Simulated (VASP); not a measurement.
Energy against volume of SrCl2 (fluorite). All values below come from PBE GGA with D3 dispersion (Becke-Johnson damping), VASP's PBE PAW potentials (set 64) (plane waves; VASP).

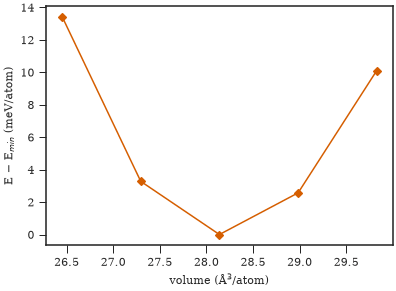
Fig. 1. Energy against volume

### Question
Estimate the equilibrium volume and the bulk modulus.

### Answer
The minimum lies near 28.2 Å³/atom, and the curvature gives B0 of about 37 GPa.

Measured: a 6.974 Å (computed value off by -0.1 %), as given by Kanchana et al., Calculated structural, elastic and electronic properties of SrCl2 (2010). The calculation is for a static lattice, while the measured a holds thermal and zero-point effects, which are part of the difference.

The compound is SrCl2 in the fluorite structure. It was relaxed first.
